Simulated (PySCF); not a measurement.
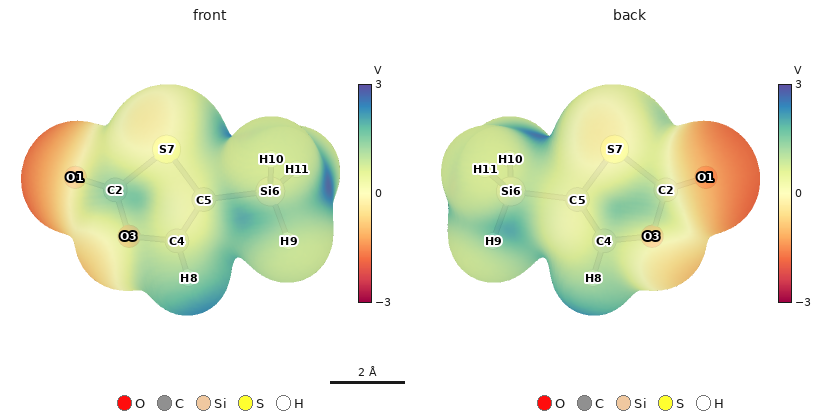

Figure 1: C₃H₄O₂SSi (SMILES O=c1occ([SiH3])s1). The molecular electrostatic potential painted on the density surface at 0.004 e/bohr³, seen from the front and from behind; red is negative and blue positive.

Geometry: GFN2-xTB.

Theory: PBE0/pcSseg-1, SCF density, gas phase, non-relativistic (PySCF).

Input file:

```
{"job": {"kind": "nmr", "xc": "PBE0", "basis": "pcSseg-1"}, "charge": 0, "multiplicity": 1}
O      3.418505    -0.599500     0.813818
C      2.311974    -0.309401     0.481698
O      1.980182     0.720164    -0.300813
C      0.644963     0.834473    -0.534580
C     -0.155077    -0.073186     0.032886
Si    -2.029138    -0.234851    -0.058779
S      0.828357    -1.193759     0.956520
H      0.368265     1.658909    -1.164495
H     -2.477881     0.864623    -0.910993
H     -2.551068    -0.125725     1.301093
H     -2.333657    -1.539077    -0.642319
```

Launched as:

```sh
OMP_NUM_THREADS=1 python probes_run.py task.json out
```

### Where is the surface potential most negative and most positive?

The most negative region (about −1.8 V) lies over O1, the most positive (about +2.5 V) over Si6. O1 is the likeliest acceptor of a hydrogen bond.

### What dipole moment does the calculation give?

Its dipole moment is 4.47 D.
